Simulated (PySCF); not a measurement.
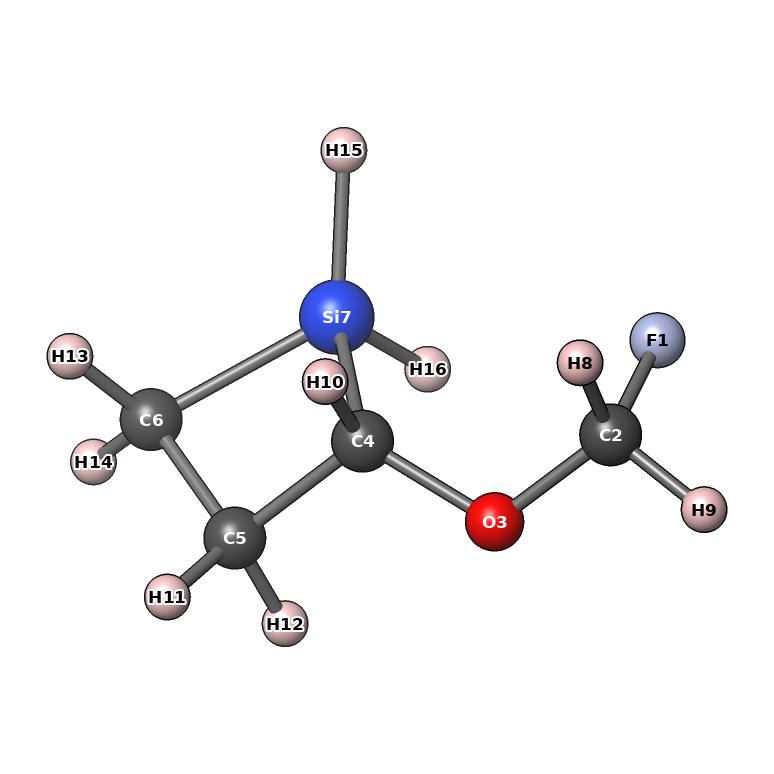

Computed geometry: PBE0-D3(BJ)/def2-SVP optimisation. No frequency run is at hand to confirm it as a minimum. Electric field gradients from the ground-state density, PBE0/pcSseg-1 (PySCF 2.14.0), non-relativistic apart from any core potentials.

Give the largest field-gradient component, the quadrupole coupling constant and the asymmetry for 17O at O3 (Q = −25.6 mb), 2H at H8 (Q = 2.86 mb), 2H at H9 (Q = 2.86 mb), 2H at H10 (Q = 2.86 mb), 2H at H11 (Q = 2.86 mb).

```csv
atom,V_zz (a.u.),e²qQ/h (MHz),η
O3,1.883,−11.33,0.90
H8,0.258,0.173,0.04
H9,0.273,0.183,0.04
H10,0.271,0.182,0.14
H11,0.289,0.194,0.01
```
